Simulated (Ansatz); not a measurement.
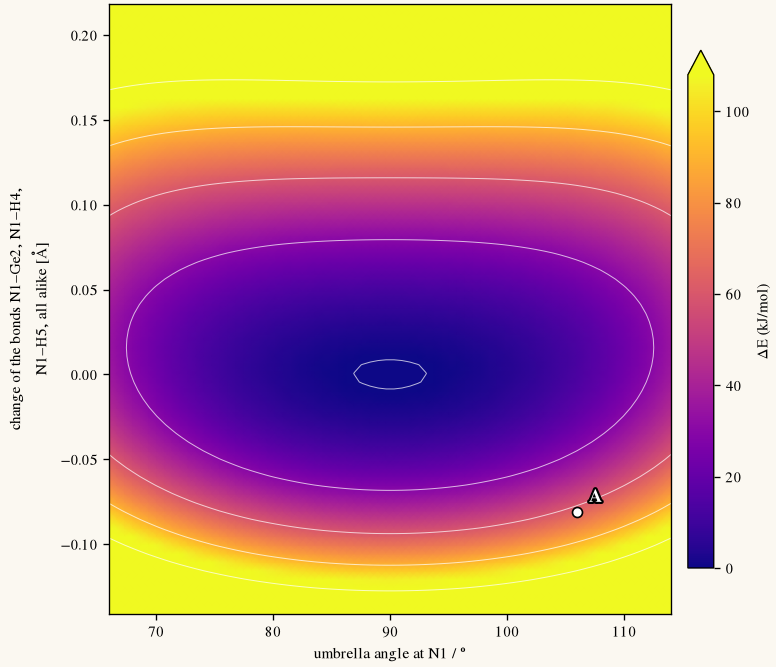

ClGeH2N, SMILES [NH2][Ge][Cl]. First axis: umbrella angle at N1 (between each of its bonds and their common axis; 90 is planar). Second axis: change of the bonds N1–Ge2, N1–H4, N1–H5, all alike. Nothing is relaxed (all other coordinates rigid). The grid has 13 × 13 points; 91 points were computed and 78 follow by symmetry. Points are written as (first, second). All energies are given in kJ/mol relative to the lowest grid point. Level of theory: RKS PBE0-D4/def2-SVP in Ansatz.

In the figure: a smooth colour map with a few white contour lines, one colour for all values above the top of the scale, the point A. Between grid points the surface is interpolated.

Q: Which way does the force act at A, and how strong is it?

A: A, at (106°, −0.081 Å), is not a stationary point. The computed force is 2.9 kJ/mol for each degree towards smaller values of the first coordinate and 1300 kJ/mol for each Å towards larger values of the second coordinate.
